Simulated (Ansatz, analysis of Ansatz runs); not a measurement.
# Moving an added hole between O sites in GdTaO4 (P2/c), part 2 of 3

Question: does an added hole stay on the O atom where it is started in GdTaO4 (P2/c), and if so, how high is the barrier for a hop to another O site nearby? Model: a cell of 48 host atoms.

Ansatz 0.2.0; plane-wave PAW DFT, PBEsol+U; relaxation of all atoms of a supercell at fixed charge in a uniform background; PAW set soft_1.

So far. Step 2 (The cell without the carrier): The largest displacement from an ideal site is 0.015 Å.

### Step 3. The hole on the first site

The nearest neighbour or neighbours of the site start displaced and the site's starting moment is changed by the carrier's spin, since a carrier doesn't trap itself in the undistorted lattice.

A.relax/input.yaml reads:

```yaml
crystal:
  lattice:
    - [-5.79537023, 5.49046619, 5.32125646]
    - [4.52894369, -5.49046619, 5.29342299]
    - [5.79537023, 5.49046619, -5.32125646]
  atoms:
    - { symbol: Gd, position: [0.493849, 0.374737, 0.095945], spin: 7.0 }
    - { symbol: Gd, position: [0.491512, 0.875144, 0.615984], spin: 7.0 }
    - { symbol: Gd, position: [0.99153, 0.375164, 0.616004], spin: 7.0 }
    - { symbol: Gd, position: [0.991543, 0.875184, 0.116032], spin: 7.0 }
    - { symbol: Gd, position: [0.008961, 0.125171, 0.883486], spin: -7.0 }
    - { symbol: Gd, position: [0.008996, 0.625181, 0.383478], spin: -7.0 }
    - { symbol: Gd, position: [0.50902, 0.12518, 0.383484], spin: -7.0 }
    - { symbol: Gd, position: [0.508972, 0.625204, 0.883471], spin: -7.0 }
    - { symbol: Ta, position: [0.261394, 0.374532, 0.40951] }
    - { symbol: Ta, position: [0.28006, 0.8752, 0.904534] }
    - { symbol: Ta, position: [0.780053, 0.375206, 0.904552] }
    - { symbol: Ta, position: [0.780111, 0.875172, 0.404571] }
    - { symbol: Ta, position: [0.220472, 0.125179, 0.594966] }
    - { symbol: Ta, position: [0.220424, 0.625183, 0.094902] }
    - { symbol: Ta, position: [0.720435, 0.125185, 0.094916] }
    - { symbol: Ta, position: [0.743633, 0.64733, 0.616866] }
    - { symbol: O, position: [0.22406, 0.367583, 0.582899] }
    - { symbol: O, position: [0.224082, 0.867646, 0.08288] }
    - { symbol: O, position: [0.724083, 0.367632, 0.082897] }
    - { symbol: O, position: [0.72414, 0.867627, 0.582953] }
    - { symbol: O, position: [0.466008, 0.382732, 0.35618], spin: 1.0 }
    - { symbol: O, position: [0.466014, 0.882783, 0.85616] }
    - { symbol: O, position: [0.96597, 0.38275, 0.856123] }
    - { symbol: O, position: [0.966014, 0.882727, 0.356149] }
    - { symbol: O, position: [0.276443, 0.132742, 0.416607] }
    - { symbol: O, position: [0.276444, 0.632789, 0.916598] }
    - { symbol: O, position: [0.776438, 0.132765, 0.916589] }
    - { symbol: O, position: [0.776401, 0.632724, 0.416577] }
    - { symbol: O, position: [0.034523, 0.117579, 0.643339] }
    - { symbol: O, position: [0.034498, 0.61762, 0.143313] }
    - { symbol: O, position: [0.534513, 0.117635, 0.14333] }
    - { symbol: O, position: [0.534511, 0.617625, 0.643337] }
    - { symbol: O, position: [0.259203, 0.429464, 0.084239] }
    - { symbol: O, position: [0.259244, 0.929463, 0.584316] }
    - { symbol: O, position: [0.759254, 0.429454, 0.584233] }
    - { symbol: O, position: [0.759243, 0.929485, 0.08425] }
    - { symbol: O, position: [0.405508, 0.320952, 0.829466] }
    - { symbol: O, position: [0.405442, 0.820898, 0.329415] }
    - { symbol: O, position: [0.905441, 0.320924, 0.329429] }
    - { symbol: O, position: [0.905501, 0.820885, 0.829459] }
    - { symbol: O, position: [0.241261, 0.070912, 0.915229] }
    - { symbol: O, position: [0.241289, 0.570892, 0.415258] }
    - { symbol: O, position: [0.741277, 0.070855, 0.415204] }
    - { symbol: O, position: [0.741269, 0.570914, 0.915196] }
    - { symbol: O, position: [0.095031, 0.179456, 0.170073] }
    - { symbol: O, position: [0.095054, 0.67942, 0.670018] }
    - { symbol: O, position: [0.595034, 0.179454, 0.670052] }
    - { symbol: O, position: [0.595092, 0.679442, 0.170048] }
total_charge: 1
basis:
  ecutwfc: 420
  xc_grid: 2
hamiltonian:
  xc: pbesol
  hubbard:
    sites: [{ species: Gd, l: f, u_eff: 6.0 }, { species: O, l: p, u_eff: 5.0 }]
    projectors: ortho-atomic
  pseudopotentials: { kind: paw, azcp: { folder: soft_1 }, xc_functional: pbe }
kpoints:
  mp_grid: { grid: [1, 1, 1] }
magnetization:
  spin_polarized: true
  initial_magnetization: 1
  spin_locking: { lock_magnetization: hard }
scf:
  occupations: { method: fermi_dirac, width: 0.01 }
  max_iter: 120
  lower_state_search: "off"
output:
  forces: true
relax:
  f_tol: 0.015
  max_steps: 70
  escape_saddle: false
checkpoint:
  write: "../A.relax.run"
  compress: false
  write_wavefunctions: true
  write_every: 100000
```

The run is started by

```
ansatz run input.yaml --threads 8 --pin off --max-ram 17899MiB --backend cpu --events-out ev --progress --plain --runs-dir out
```

Numbers of over 12 decimals in the logs are rounded to 6 here.

Output:

```text
[...]
Crystal: 48 atoms, lattice volume = 601.503 Å³
Basis set: ecut = 420 eV, 11725 PW (Γ), exchange–correlation on 144×120×144 points (8 copies of the dense FFT grid, shifted against one another)
Bands: 268, of which v1, the nominal top of the filled ones, is band 220 counted from 1 (219 counted from 0)
Symmetry: 1 space group operations
[...]
k-points: 1
[...]
Starting moments: Σ|m| = 57 μB on 9 of 48 sites
[...]
SCF iter   1: F=—  HF=-170216.519526 eV  |F-HF|=—  |Δ(HF+E_count)|=         —  Δρ=1.77e-1 (↑1.77e-1 ↓1.77e-1)  dr2=4.47e1  dr2_m=1.65e2  M=1.000 μB ∫|m|=59.099 μB  β_m=0.30  ethr=3.10e-3  ⟨swp⟩=6.0  Hψ=1960  notcnv=0
[...]
SCF iter  13: F=-170247.145817 eV  HF=-170247.145814 eV  |F-HF|=2.40e-6  |Δ(HF+E_count)|=   4.76e-5  Δρ=3.44e-5 (↑1.22e-5 ↓3.44e-5)  dr2=4.88e-6  dr2_m=1.62e-6  M=1.000 μB ∫|m|=57.718 μB  ethr=1.28e-9  ⟨swp⟩=3.5  Hψ=2449  notcnv=0
SCF 1 converged in 13 iterations: F = -170247.145817 eV  dr2 = 4.88e-6
[...]
relax step   1: F+E_penalty+E_count = -170247.14581685 eV  Δ(F+E_penalty+E_count) = +0.000e0 eV  max|allowed force component| = 5.786e0 eV/Å  Δτ_max = 0.0000 Å  (13 SCF iters, dr2 threshold 5.63e-6 eV, accepted)
[...]
relax step   2: F+E_penalty+E_count = -170248.03157524 eV  Δ(F+E_penalty+E_count) = -8.858e-1 eV  max|allowed force component| = 1.168e0 eV/Å  Δτ_max = 0.1944 Å  (11 SCF iters, dr2 threshold 1.00e-4 eV, accepted)
relax step   3: F+E_penalty+E_count = -170248.35503676 eV  Δ(F+E_penalty+E_count) = -3.235e-1 eV  max|allowed force component| = 5.056e-1 eV/Å  Δτ_max = 0.0793 Å  (6 SCF iters, dr2 threshold 8.52e-5 eV, accepted)
relax step   4: F+E_penalty+E_count = -170248.29575820 eV  Δ(F+E_penalty+E_count) = +5.928e-2 eV  max|allowed force component| = 9.439e-1 eV/Å  Δτ_max = 0.1849 Å  (7 SCF iters, dr2 threshold 1.60e-5 eV, rejected (line search))
relax step   5: F+E_penalty+E_count = -170248.42884687 eV  Δ(F+E_penalty+E_count) = -7.381e-2 eV  max|allowed force component| = 1.150e-1 eV/Å  Δτ_max = 0.0745 Å  (10 SCF iters, accepted)
relax step   6: F+E_penalty+E_count = -170248.43265191 eV  Δ(F+E_penalty+E_count) = -3.805e-3 eV  max|allowed force component| = 9.848e-2 eV/Å  Δτ_max = 0.0129 Å  (8 SCF iters, dr2 threshold 8.27e-7 eV, accepted)
relax step   7: F+E_penalty+E_count = -170248.43806635 eV  Δ(F+E_penalty+E_count) = -5.414e-3 eV  max|allowed force component| = 1.414e-1 eV/Å  Δτ_max = 0.0387 Å  (8 SCF iters, dr2 threshold 6.06e-7 eV, accepted)
relax step   8: F+E_penalty+E_count = -170248.43405173 eV  Δ(F+E_penalty+E_count) = +4.015e-3 eV  max|allowed force component| = 2.092e-1 eV/Å  Δτ_max = 0.1658 Å  (9 SCF iters, dr2 threshold 1.47e-5 eV, rejected (line search))
relax step   9: F+E_penalty+E_count = -170248.44499085 eV  Δ(F+E_penalty+E_count) = -6.924e-3 eV  max|allowed force component| = 8.575e-2 eV/Å  Δτ_max = 0.0632 Å  (10 SCF iters, accepted)
relax step  10: F+E_penalty+E_count = -170248.32260652 eV  Δ(F+E_penalty+E_count) = +1.224e-1 eV  max|allowed force component| = 1.473e0 eV/Å  Δτ_max = 0.1000 Å  (10 SCF iters, dr2 threshold 2.70e-6 eV, rejected (line search))
relax step  11: F+E_penalty+E_count = -170248.44622464 eV  Δ(F+E_penalty+E_count) = -1.234e-3 eV  max|allowed force component| = 5.551e-2 eV/Å  Δτ_max = 0.0486 Å  (13 SCF iters, accepted)
relax step  12: F+E_penalty+E_count = -170248.44667759 eV  Δ(F+E_penalty+E_count) = -4.529e-4 eV  max|allowed force component| = 3.484e-2 eV/Å  Δτ_max = 0.0123 Å  (8 SCF iters, dr2 threshold 1.13e-6 eV, accepted)
relax step  13: F+E_penalty+E_count = -170248.44673529 eV  Δ(F+E_penalty+E_count) = -5.770e-5 eV  max|allowed force component| = 2.064e-2 eV/Å  Δτ_max = 0.0051 Å  (6 SCF iters, dr2 threshold 4.78e-7 eV, accepted)
relax step  14: F+E_penalty+E_count = -170248.44541154 eV  Δ(F+E_penalty+E_count) = +1.324e-3 eV  max|allowed force component| = 1.317e-1 eV/Å  Δτ_max = 0.0084 Å  (8 SCF iters, rejected (line search))
SCF iter   1: F=—  HF=-170248.442781 eV  |F-HF|=—  |Δ(HF+E_count)|=         —  Δρ=1.33e-3 (↑1.13e-3 ↓1.33e-3)  dr2=1.07e-3  dr2_m=7.72e-3  M=1.000 μB ∫|m|=57.728 μB  β_m=0.30  ethr=2.39e-6  ⟨swp⟩=6.0  Hψ=1340  notcnv=0  defer=81
[...]
SCF iter   8: F=-170248.446815 eV  HF=-170248.446815 eV  |F-HF|=1.11e-8  |Δ(HF+E_count)|=   1.84e-7  Δρ=2.98e-6 (↑1.07e-6 ↓2.98e-6)  dr2=4.31e-8  dr2_m=1.29e-8  M=1.000 μB ∫|m|=57.726 μB  ethr=2.28e-11  ⟨swp⟩=4.0  Hψ=2348  notcnv=0
SCF 15 converged in 8 iterations: F = -170248.446815 eV  dr2 = 4.31e-8
relax step  15: F+E_penalty+E_count = -170248.44681511 eV  Δ(F+E_penalty+E_count) = -7.983e-5 eV  max|allowed force component| = 2.718e-3 eV/Å  Δτ_max = 0.0041 Å  (8 SCF iters, accepted)
NSCF: frozen V_eff on 1 k-points
[...]
SCF converged after 8 iterations
[...]
Magnetization: 1.0000 μB (220.0000 up, 219.0000 down)
Absolute magnetization: 57.7369 μB (∫|ρ↑−ρ↓|, with the PAW one-centre terms)
[...]
Per-site moments (μB) at R_I (Å): [(6.860505, 0.948030), (6.857228, 0.943526), (6.864733, 0.952021), [... 45 left out ...]
Free energy (F): -170248.446815 eV
[...]
Internal energy: -170248.446815 eV  (E = F + TS)
E sigma→0 (E₀):  -170248.446815 eV
Fermi energy:    10.344882 (↑ 11.715885, ↓ 10.343606) eV
[...]
--- Forces (eV/Å), atoms counted from 1 ---
  atom   1  Gd     0.00038582    -0.00036585    -0.00106568
  atom   2  Gd     0.00032295    -0.00002545     0.00027918
  [... 4 atoms left out ...]
  atom   7  Gd     0.00095272    -0.00086315     0.00060623
  [... 1 atom left out ...]
  atom   9  Ta    -0.00183829     0.00060005     0.00019138
  [... 6 atoms left out ...]
  atom  16  Ta     0.00132501    -0.00011144    -0.00160041
  [... 4 atoms left out ...]
  atom  21  O      0.00024955    -0.00077755    -0.00022313
  [... 3 atoms left out ...]
  atom  25  O      0.00162581     0.00064083    -0.00124263
  [... 2 atoms left out ...]
  atom  28  O     -0.00054567    -0.00151588     0.00243232
  [... 2 atoms left out ...]
  atom  31  O     -0.00049396    -0.00001945     0.00040168
  atom  32  O     -0.00088597    -0.00070325    -0.00137436
  [... 2 atoms left out ...]
  atom  35  O     -0.00072196    -0.00046941     0.00030313
  [... 4 atoms left out ...]
  atom  40  O     -0.00035798    -0.00030642     0.00022738
  [... 8 atoms left out ...]
  max |Σ_I F_I| component: 6.56e-5 eV/Å
--- Band table (eV) ---
[...]
Occupation matrices written to <dir>
--- Relaxed structure (15 steps of the walk, 11 accepted, 0 SCFs on fresh bases) ---
  F+E_penalty+E_count = -170248.44681511 eV   max|allowed force component| = 2.718e-3 eV/Å
  atoms:
    - { symbol: Gd, position: [0.494957, 0.377239, 0.108311] }
    - { symbol: Gd, position: [0.494079, 0.880423, 0.617319] }
    [... 4 atoms left out ...]
    - { symbol: Gd, position: [0.505754, 0.118759, 0.382003] }
    [... 1 atom left out ...]
    - { symbol: Ta, position: [0.264955, 0.374700, 0.407811] }
    [... 6 atoms left out ...]
    - { symbol: Ta, position: [0.741675, 0.641491, 0.609986] }
    [... 4 atoms left out ...]
    - { symbol: O, position: [0.431975, 0.347635, 0.326129] }
    [... 3 atoms left out ...]
    - { symbol: O, position: [0.271778, 0.132718, 0.419160] }
    [... 2 atoms left out ...]
    - { symbol: O, position: [0.769345, 0.628120, 0.413409] }
    [... 2 atoms left out ...]
    - { symbol: O, position: [0.536220, 0.118400, 0.141875] }
    - { symbol: O, position: [0.529425, 0.588629, 0.613823] }
    [... 2 atoms left out ...]
    - { symbol: O, position: [0.750570, 0.425470, 0.574664] }
    [... 4 atoms left out ...]
    - { symbol: O, position: [0.918272, 0.831574, 0.840865] }
    [... 8 atoms left out ...]
```

The job ended after 87 s (8 threads of Arm Neoverse V2, shared host; peak memory 1.4 GiB; 11 min of CPU time).

The steps of the relaxation:

| step | energy less that of the first step (eV) | largest force component (eV/Å) |
| --- | --- | --- |
| 1 | 0.0000 | 5.7857 |
| 2 | -0.8858 | 1.1676 |
| 3 | -1.2092 | 0.5056 |
| 4 | -1.1499 | 0.9439 |
| 5 | -1.2830 | 0.1150 |
| 6 | -1.2868 | 0.0985 |
| 7 | -1.2922 | 0.1414 |
| 8 | -1.2882 | 0.2092 |
| 9 | -1.2992 | 0.0857 |
| 10 | -1.1768 | 1.4730 |
| 11 | -1.3004 | 0.0555 |
| 12 | -1.3009 | 0.0348 |
| 13 | -1.3009 | 0.0206 |
| 14 | -1.2996 | 0.1317 |
| 15 | -1.3010 | 0.0027 |

Relaxation steps 4, 8, 10, 14 were tried and not accepted.

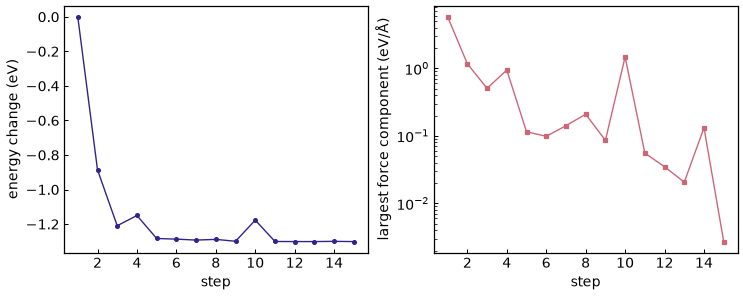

Energy and largest force along the relaxation.

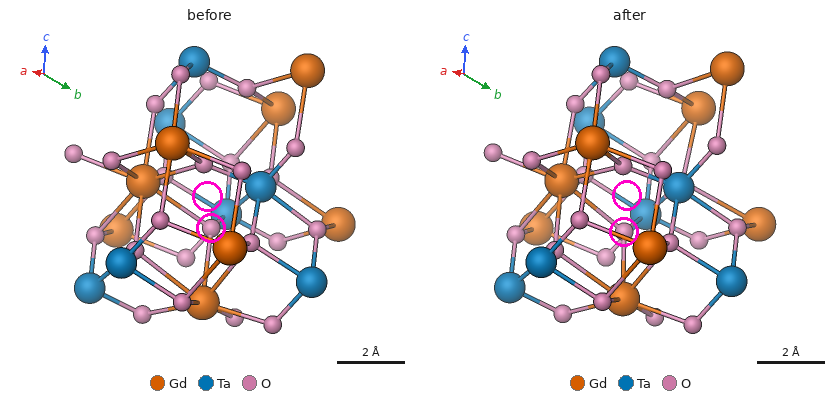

Before and after: the atoms that start within 5 Å of the centre. O21, which moves most, is ringed if it is among them. A ring with no atom in it marks the empty centre.

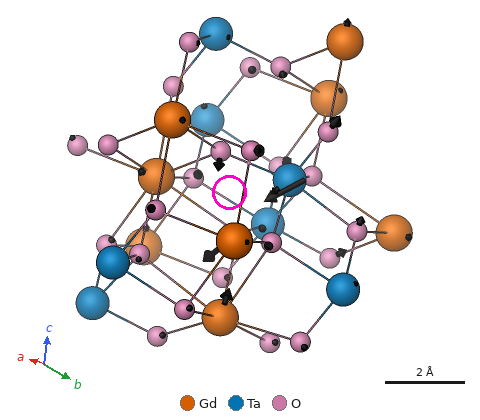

Displacements in the relaxation near the centre, exaggerated; the longest in the cell stands for 0.29 Å. A ring marks the centre wherever it is empty.

The atoms that moved most (Å):

| atom | dx | dy | dz | length |
| --- | --- | --- | --- | --- |
| O21 | -0.136 | -0.159 | -0.207 | 0.294 |
| O32 | -0.273 | -0.031 | -0.024 | 0.276 |
| Gd1 | 0.077 | 0.060 | -0.047 | 0.108 |
| O40 | 0.040 | 0.074 | 0.064 | 0.106 |
| O46 | 0.070 | -0.042 | -0.042 | 0.092 |
| O35 | -0.023 | -0.078 | -0.016 | 0.083 |
| O17 | 0.065 | -0.003 | -0.029 | 0.071 |
| O42 | 0.070 | 0.001 | -0.001 | 0.070 |

The moves above count from the input, in which the site's nearest neighbours were already displaced; the distances below compare with the cell without the carrier.

Distances from O21 without and with the hole:

| atom | without (Å) | with (Å) |
| --- | --- | --- |
| Ta9 | 1.98 | 2.05 |
| Ta16 | 2.19 | 2.64 |
| O32 | 2.42 | 2.35 |
| Gd1 | 2.38 | 2.45 |

The largest changes of the moments are 0.75 μB on O21, 0.09 μB on O32 and 0.05 μB on O45. The largest part sits on the chosen site.

### Step 4. The hole on the second site

The same start is made on the second site, to get the end of the hop.

B.relax/input.yaml reads:

```yaml
crystal:
  lattice:
    - [-5.79537023, 5.49046619, 5.32125646]
    - [4.52894369, -5.49046619, 5.29342299]
    - [5.79537023, 5.49046619, -5.32125646]
  atoms:
    - { symbol: Gd, position: [0.491507, 0.375182, 0.116033], spin: 7.0 }
    - { symbol: Gd, position: [0.491512, 0.875144, 0.615984], spin: 7.0 }
[... 4 atom lines left out ...]
    - { symbol: Gd, position: [0.50902, 0.12518, 0.383484], spin: -7.0 }
[... 8 atom lines left out ...]
    - { symbol: Ta, position: [0.716468, 0.646401, 0.596294] }
[... 4 atom lines left out ...]
    - { symbol: O, position: [0.466008, 0.382732, 0.35618] }
[... 6 atom lines left out ...]
    - { symbol: O, position: [0.776401, 0.632724, 0.416577] }
[... 3 atom lines left out ...]
    - { symbol: O, position: [0.534511, 0.617625, 0.643337] }
[... 2 atom lines left out ...]
    - { symbol: O, position: [0.759254, 0.429454, 0.584233], spin: 1.0 }
[... 12 atom lines left out ...]
    - { symbol: O, position: [0.595092, 0.679442, 0.170048] }
total_charge: 1
basis:
  ecutwfc: 420
  xc_grid: 2
hamiltonian:
  xc: pbesol
  hubbard:
    sites: [{ species: Gd, l: f, u_eff: 6.0 }, { species: O, l: p, u_eff: 5.0 }]
    projectors: ortho-atomic
  pseudopotentials: { kind: paw, azcp: { folder: soft_1 }, xc_functional: pbe }
kpoints:
  mp_grid: { grid: [1, 1, 1] }
magnetization:
  spin_polarized: true
  initial_magnetization: 1
  spin_locking: { lock_magnetization: hard }
scf:
  occupations: { method: fermi_dirac, width: 0.01 }
  max_iter: 120
  lower_state_search: "off"
output:
  forces: true
relax:
  f_tol: 0.015
  max_steps: 70
  escape_saddle: false
checkpoint:
  write: "../B.relax.run"
  compress: false
  write_wavefunctions: true
  write_every: 100000
```

Output:

```text
[...]
Crystal: 48 atoms, lattice volume = 601.503 Å³
Basis set: ecut = 420 eV, 11725 PW (Γ), exchange–correlation on 144×120×144 points (8 copies of the dense FFT grid, shifted against one another)
Bands: 268, of which v1, the nominal top of the filled ones, is band 220 counted from 1 (219 counted from 0)
Symmetry: 1 space group operations
[...]
k-points: 1
[...]
Starting moments: Σ|m| = 57 μB on 9 of 48 sites
[...]
SCF iter   1: F=—  HF=-170217.292583 eV  |F-HF|=—  |Δ(HF+E_count)|=         —  Δρ=1.77e-1 (↑1.77e-1 ↓1.77e-1)  dr2=4.31e1  dr2_m=1.66e2  M=1.000 μB ∫|m|=59.040 μB  β_m=0.30  ethr=3.10e-3  ⟨swp⟩=6.0  Hψ=1972  notcnv=0
[...]
Occupation matrices written to <dir>
--- Relaxed structure (8 steps of the walk, 8 accepted, 0 SCFs on fresh bases) ---
  F+E_penalty+E_count = -170248.67320790 eV   max|allowed force component| = 8.249e-3 eV/Å
  atoms:
    - { symbol: Gd, position: [0.490776, 0.373069, 0.115348] }
    - { symbol: Gd, position: [0.486144, 0.878795, 0.617063] }
[...]
- { symbol: Gd, position: [0.501341, 0.114134, 0.377327] }
    [... 1 atom left out ...]
    - { symbol: Ta, position: [0.278896, 0.374834, 0.402863] }
[...]
- { symbol: Ta, position: [0.713136, 0.646570, 0.596510] }
[...]
- { symbol: O, position: [0.472633, 0.388928, 0.365564] }
[...]
- { symbol: O, position: [0.275723, 0.131102, 0.415571] }
    [... 2 atoms left out ...]
    - { symbol: O, position: [0.774396, 0.633449, 0.417996] }
    [... 2 atoms left out ...]
    - { symbol: O, position: [0.534991, 0.119235, 0.146349] }
    - { symbol: O, position: [0.532301, 0.630441, 0.646003] }
    [... 2 atoms left out ...]
    - { symbol: O, position: [0.763278, 0.432484, 0.581144] }
    [... 13 atoms left out ...]
[key lines of the parts left out:]
SCF converged after 5 iterations
Magnetization: 1.0000 μB (220.0000 up, 219.0000 down)
Free energy (F): -170248.673208 eV
Fermi energy:    10.367121 (↑ 11.682438, ↓ 10.364366) eV
```

Elapsed: 46 s, on 8 threads; peak memory 1.4 GiB.

Distances from O35 without and with the hole:

| atom | without (Å) | with (Å) |
| --- | --- | --- |
| Ta16 | 1.87 | 2.07 |
| Gd7 | 2.31 | 2.42 |
| Gd3 | 2.38 | 2.46 |
| O21 | 2.68 | 2.63 |

The largest changes of the moments are 0.80 μB on O35, 0.02 μB on O28 and 0.02 μB on O44. The largest part sits on the chosen site.

(Part 2 of 3 ends here.)

[Logs are printed without paths, hosts, clocks, repeated set-up lines and the standing remarks that a program may print on its own settings, such as how far it seeks lower states.]

[Hosts, paths, dates, database ids (printed as entryN), source tags and the programs' standing remarks are cut or masked in the printed files.]
